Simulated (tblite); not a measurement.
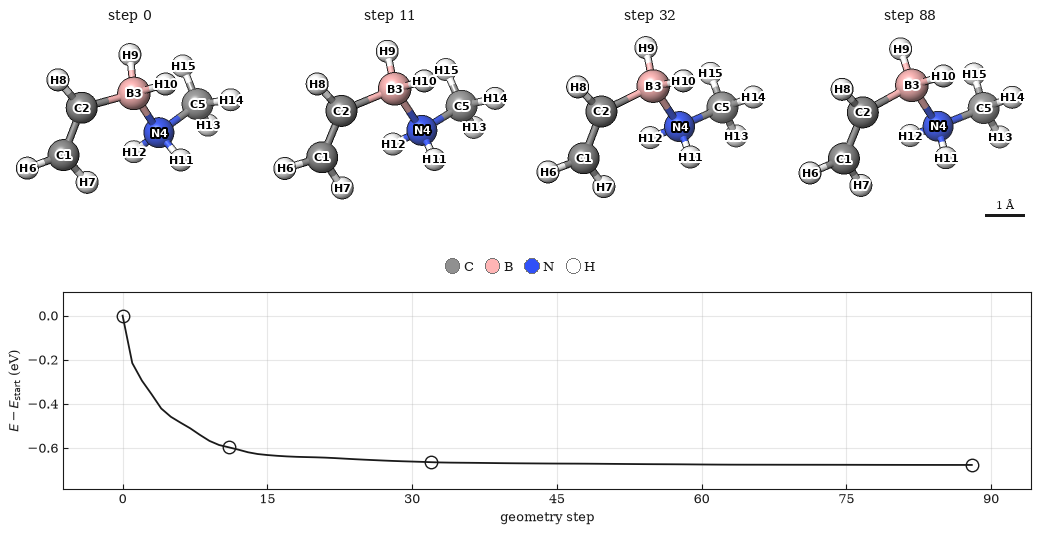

Frames of a relaxation of C3H10BN, marked on the history of the run. A ball-and-stick model, seen at a tilt.

All numbers below come from GFN2-xTB geometry optimisation, gas phase in tblite. 

Describe the path.

After 88 geometry steps the energy has fallen by 0.677 eV. The largest move after the best rigid fit is that of H15, 0.50 Å. By element the largest moves are H 0.50 Å, B 0.22 Å, N 0.19 Å, C 0.19 Å. Some distances before and after: B3–N4 1.517 → 1.638 Å, C2–B3 1.530 → 1.595 Å, N4–H11 1.063 → 1.016 Å, C5–H14 1.118 → 1.088 Å. Bond angles that change, for instance: B3–N4–C5 105.1° → 115.2°, C1–C2–B3 120.2° → 129.5°, B3–N4–H12 114.7° → 105.4°. Groups turn about N4–C5 by about 25°, B3–N4 by about 20°. From step 0 to 11: H atoms move most (0.20 Å), energy −0.597 eV. From step 11 to 32: H13 moves most (0.27 Å), energy −0.067 eV. From step 32 to 88: H8 moves most (0.22 Å), energy −0.012 eV.

```
step  E − E(0), eV
   0        0.0000
   1       -0.2151
   2       -0.2947
   3       -0.3563
   4       -0.4210
   5       -0.4588
   6       -0.4853
   7       -0.5107
   8       -0.5405
   9       -0.5680
  10       -0.5867
  14       -0.6276
  18       -0.6402
  22       -0.6460
  26       -0.6551
  31       -0.6631
  35       -0.6670
  39       -0.6689
  43       -0.6703
  47       -0.6711
  51       -0.6724
  55       -0.6737
  59       -0.6747
  63       -0.6758
  67       -0.6760
  72       -0.6763
  76       -0.6765
  80       -0.6768
  84       -0.6770
  88       -0.6771
```
